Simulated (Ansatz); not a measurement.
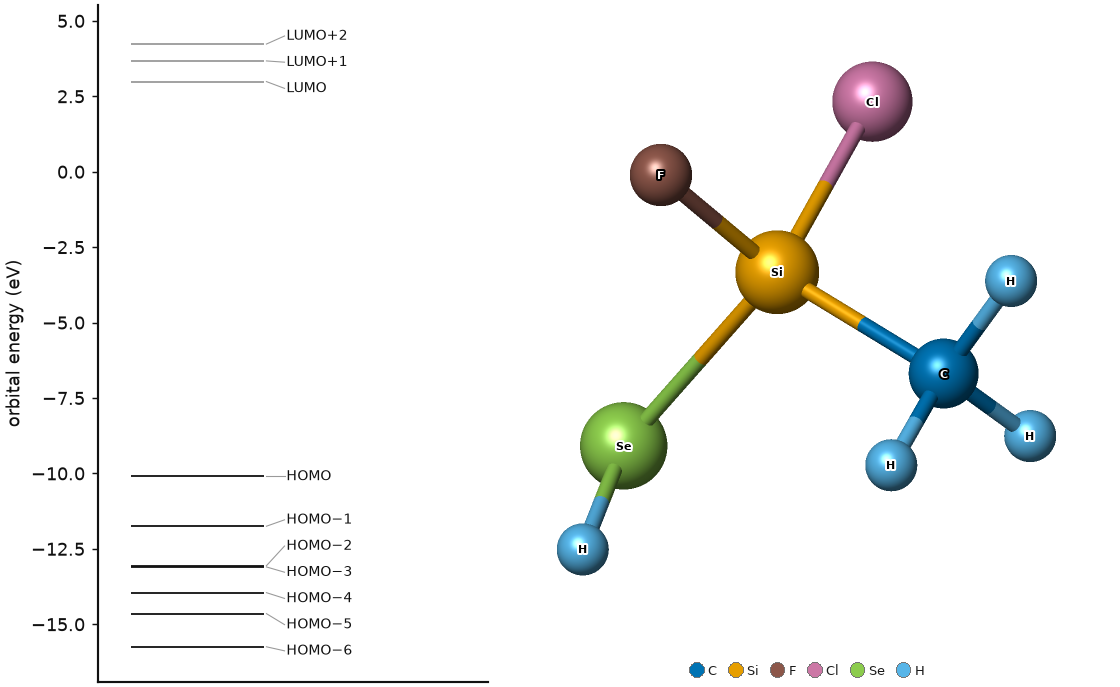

CH₄ClFSeSi, SMILES C[Si@@](F)(Cl)[SeH]. Hartree-Fock orbital energies near the frontier, HF/def2-TZVPP in the Ansatz code, at a PBE0-D4/def2-TZVP geometry (a minimum by its frequencies), isolated molecule; empty levels in grey, levels within 0.03 eV side by side.

Question: Where do the frontier orbitals lie?

Answer: HOMO at −10.10 eV, LUMO at 2.99 eV, 13.09 eV apart.

Question: How far below the HOMO does the next level lie?

Answer: 1.65 eV.

Question: List the levels.

Answer:
```tsv
orbital	energy (eV)
LUMO+2	4.23
LUMO+1	3.67
LUMO	2.99
HOMO	−10.10
HOMO−1	−11.75
HOMO−2	−13.06
HOMO−3	−13.10
HOMO−4	−13.95
HOMO−5	−14.65
HOMO−6	−15.75
```

Known limits of this run: no scalar relativity up to krypton; spin-orbit coupling is left out, and with Se it can shift these levels and split any degenerate set; empty levels above zero depend strongly on the basis.
